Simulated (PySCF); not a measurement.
Potential energy curve for BrF, singlet.

- UHF/cc-pVDZ (PySCF)
- NEVPT2 = SC-NEVPT2 on CASSCF(14,8)/cc-pVDZ, all electrons correlated (PySCF 2.14.0)
- RKS-M06-2X = restricted M06-2X/cc-pVDZ run with PySCF 2.14.0
- UKS-B3LYP/6-31G* = unrestricted B3LYP/6-31G*, spherical d in PySCF
- RKS-B3LYP/6-31G* = restricted B3LYP/6-31G*, spherical d in PySCF

Energies are in kJ/mol, each relative to the lowest point of its own curve near equilibrium.

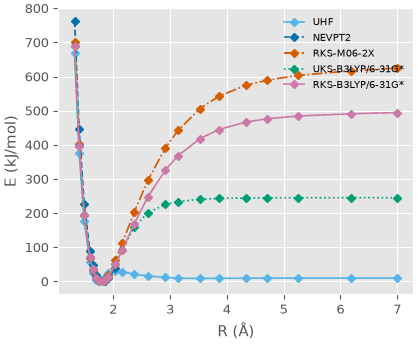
*Energy against bond length for each method.*

| R / Å | UHF | NEVPT2 | RKS-M06-2X | UKS-B3LYP/6-31G* | RKS-B3LYP/6-31G* |
|---|---|---|---|---|---|
| 1.32 | 668.0 | 763.3 | 702.0 | 690.2 | 690.2 |
| 1.40 | 376.3 | 446.8 | 403.1 | 397.8 | 397.8 |
| 1.49 | 175.8 | 225.9 | 195.0 | 194.7 | 194.7 |
| 1.59 | 56.9 | 88.0 | 68.2 | 70.6 | 70.6 |
| 1.64 | 25.5 | 48.0 | 33.0 | 35.8 | 35.8 |
| 1.70 | 5.4 | 18.2 | 8.7 | 10.9 | 10.9 |
| 1.75 | 0.0 | 5.1 | 0.0 | 1.2 | 1.2 |
| 1.82 | 5.5 | 0.0 | 1.0 | 0.0 | 0.0 |
| 1.86 | 13.7 | 2.4 | 6.9 | 4.2 | 4.2 |
| 1.91 | 23.6 | 9.0 | 18.4 | 13.3 | 13.3 |
| 2.04 | 30.9 | 39.0 | 62.3 | 49.8 | 49.8 |
| 2.16 | 28.4 | — | 112.1 | 92.0 | 92.0 |
| 2.37 | 21.3 | — | 202.7 | 159.9 | 169.0 |
| 2.61 | 15.8 | — | 296.1 | 201.2 | 247.7 |
| 2.92 | 12.0 | — | 391.4 | 225.5 | 326.6 |
| 3.14 | 9.6 | — | 442.2 | 233.6 | 368.0 |
| 3.53 | 8.7 | — | 506.4 | 241.0 | 418.5 |
| 3.86 | 9.0 | — | 542.4 | 243.0 | 444.9 |
| 4.33 | 9.4 | — | 574.1 | 244.5 | 466.6 |
| 4.71 | 9.6 | — | 589.6 | 245.0 | 476.5 |
| 5.26 | 9.7 | — | 603.5 | 245.2 | 484.6 |
| 6.18 | 9.8 | — | 616.8 | 245.2 | 491.2 |
| 7.00 | 9.8 | — | 624.9 | 245.2 | 494.5 |

At the longest distance, 7.00 Å, RKS-M06-2X lies highest above its minimum (624.9 kJ/mol) and UHF lowest (9.8 kJ/mol).

The UHF curve passes through a maximum at 2.04 Å and then falls by 21.1 kJ/mol up to the last usable point, a hump where its reference is spin-contaminated.

Dashes: no converged value, or the column stops at the first point that the program doubted or that broke a chosen test of continuity, which isn't proof of a fault.

The unrestricted determinant behind UHF is spin-contaminated at 1.91 to 7.00 Å (<S²> up to 1.0, against 0.00 for a pure singlet). At the longest distance RKS-M06-2X leaves fractional charges on the fragments, a sign of delocalisation error or of the restricted form. The restricted form behind RKS-M06-2X, RKS-B3LYP/6-31G* keeps the bonding electrons paired and can't separate into open-shell fragments. The unrestricted determinant behind UKS-B3LYP/6-31G* is spin-contaminated at 2.37 to 7.00 Å (<S²> up to 1.0, against 0.00 for a pure singlet).
